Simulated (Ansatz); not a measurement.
# Computed against measured: atomisation enthalpy at 298 K

6 molecules holding an element from Na to Cl; the atomisation enthalpy at 298 K in kJ/mol, computed less measured. Shapes, held fixed at every level: PBE0-D4/def2-TZVP. Flexible molecules stand in one conformer, not always the lowest. Thermal terms are harmonic and unscaled (PBE0-D4/def2-TZVP); the spin-orbit lowering of the free atoms is taken from their spectra. Programs: Ansatz 0.2.0. Measured values: Active Thermochemical Tables, CRC Handbook of Chemistry and Physics, NIST-JANAF tables.

Levels: A = wB97M-V/def2-TZVPP; B = CCSD(T)/def2-SVP; C = CCSD(T)/def2-TZVPP.

```tsv
molecule	from tabulated heats	A	B	C
Cl2 (chlorine)	243	+3	-76	-29
SClO2F (sulfuryl chloride fluoride)	1533	-3	-406	-113
B(BCl2)Cl2	2115	+21	-110	-85
C2ClF3 (chlorotrifluoroethylene)	2299	+18	-144	-88
C2H4Cl2 (1,2-dichloroethane)	2678	+7	-158	-79
C4H10S (methyl propyl sulfide)	5407	+15	-252	-131
```

Which level does best on this set, which worst, and which err to one side?


```tsv
level	kind	mean error	mean absolute error	worst case
wB97M-V/def2-TZVPP	range-separated hybrid	+10.2	11.2	B(BCl2)Cl2
CCSD(T)/def2-SVP	coupled cluster or CI	-191.0	191.0	SClO2F
CCSD(T)/def2-TZVPP	coupled cluster or CI	-87.5	87.5	C4H10S
```

On this set wB97M-V/def2-TZVPP has the smallest mean absolute error and CCSD(T)/def2-SVP the largest. wB97M-V/def2-TZVPP is too high in 5 of 6; CCSD(T)/def2-SVP is too low in 6 of 6; CCSD(T)/def2-TZVPP is too low in 6 of 6. The heats of C2ClF3 (chlorotrifluoroethylene) come from older tables and can be uncertain by 10 kJ/mol or more. Heats of the atoms come from ATcT where it has them, that of boron, 570 kJ/mol, from recent work. The levels differ in basis as well as in method. The tabulated values of SClO2F, B(BCl2)Cl2 are in doubt (older tables, estimates, or at odds with other calculations) and kept here. Over the 4 molecules whose values aren't doubted the mean absolute errors are A 10.8; B 157.5; C 81.8. Correlated wave functions converge slowly with the basis. The set is small.

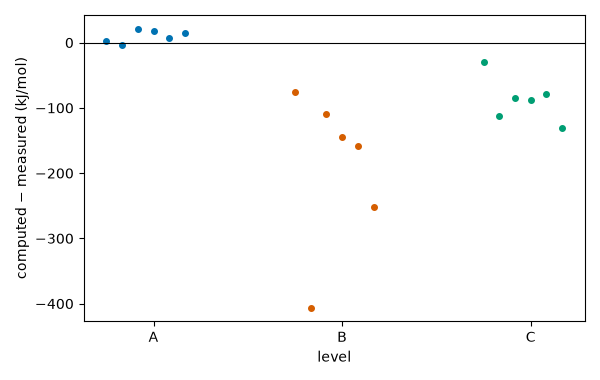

Errors of each level, one point a molecule.
